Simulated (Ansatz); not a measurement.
# ClF$_{3}$H$_{2}$W···HF: what the fields show

```
atom    x (Å)    y (Å)    z (Å)
   W  -0.0151  -0.0919  -0.1827
   H  -0.6515   0.2746   1.3368
  Cl   2.1403  -0.3649  -1.0003
   H   0.7252   1.1966   0.6167
   F  -1.8604  -0.3698  -0.4889
   F   0.0293  -1.9375   0.3150
   F  -0.2901   1.2164  -1.4782
   F   1.4131  -0.6981   1.9062
   H   1.2001  -1.6102   1.7524
```

Core potentials replace the inner electrons of W.

Computed with Ansatz 0.2.0, RKS PBE-D4/def2-SVP.

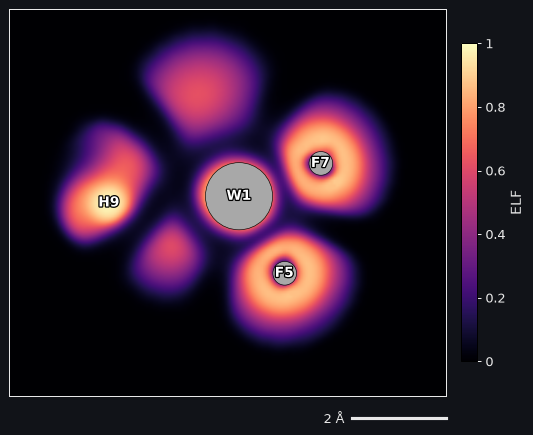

Figure 1. Electron localisation function on the plane of atoms F5, W1 and F7. Grey discs cover the atomic cores.

Describe what can be read from this map.

Atoms in the plane: W, F and H. W–F (1.86 Å): the ELF peaks at about 0.85 in the valence shell of F, 0.5 Å from its nucleus, and drops to about 0.25 between the two atoms. W–F (1.89 Å): the ELF peaks at about 0.85 in the valence shell of F, 0.5 Å from its nucleus, and drops to about 0.20 between the two atoms.

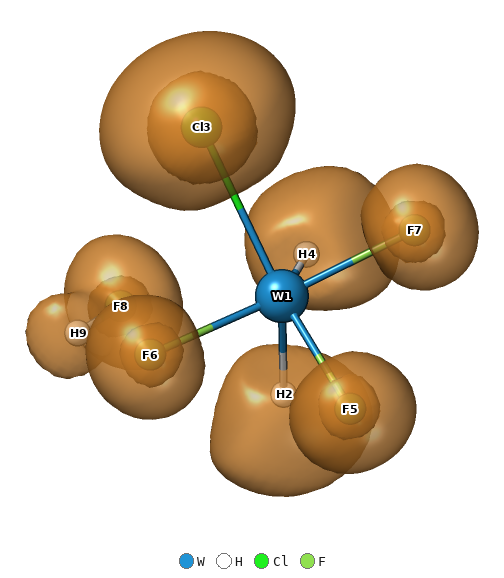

Figure 2. Isosurface of the electron localisation function at 0.75 (orange), seen at an oblique angle. Core shells and regions of very low density are left out.

What do the ELF domains correspond to?

The ELF exceeds this value in two regions around hydrogen nuclei, one region wrapped around Cl (its valence shell), three regions wrapped around F (the valence shell of each) and one joined region spread over several atoms (F, H), in which their bonds and any lone pairs are merged. Profiles from the grid: W1···F8 (2.60 Å): the ELF is about 0.05 at the midpoint.

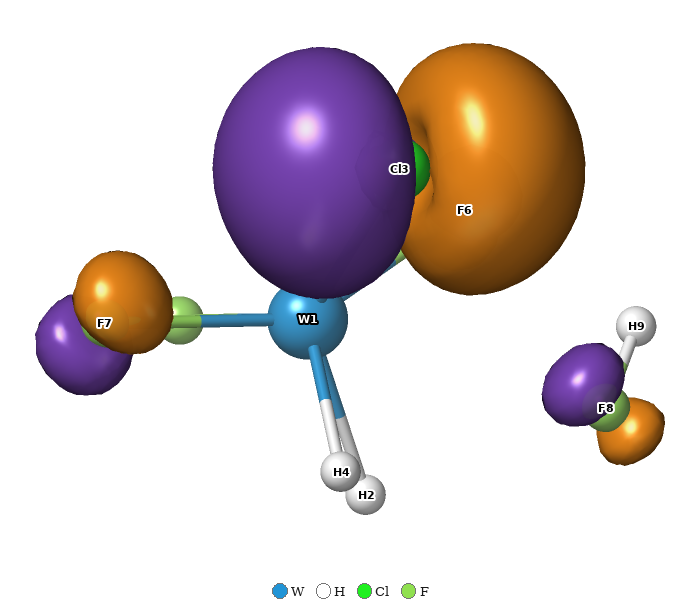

Figure 3. The HOMO−1 at ±0.15 Å⁻³ᐟ² (orange and purple are the two phases), seen from one side.

Where does this orbital lie, and at what energy?

It lies mainly on Cl3 (about 80 %); largely a lone pair of Cl3. Its energy is −8.22 eV.
